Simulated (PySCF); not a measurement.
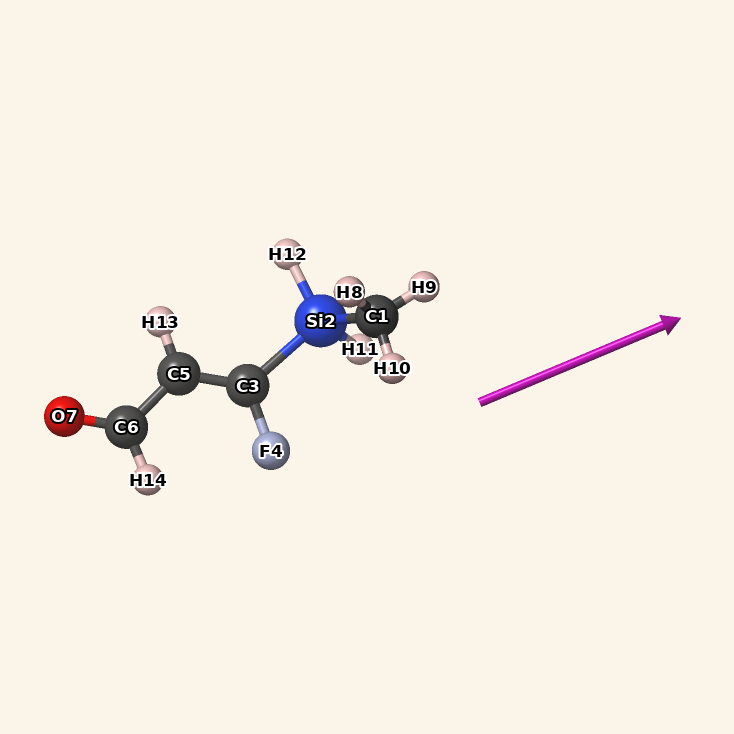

The arrow beside the molecule shows the direction of the dipole moment, from the negative to the positive end (its length means nothing). The computed structure is the end point of a GFN2-xTB optimisation. No frequency run is at hand to confirm it as a minimum. Method: PBE0/pcSseg-1, gas phase (PySCF 2.14.0).

Estimate the dipole moment.

4.16 D; it points from the side of O7 to the side of H9 (the outermost atoms at the two ends).

The geometry is semi-empirical. Around Si such bond lengths and angles can be off by a tenth of an ångström or more and by several degrees, and values that hang on the shape move with them.
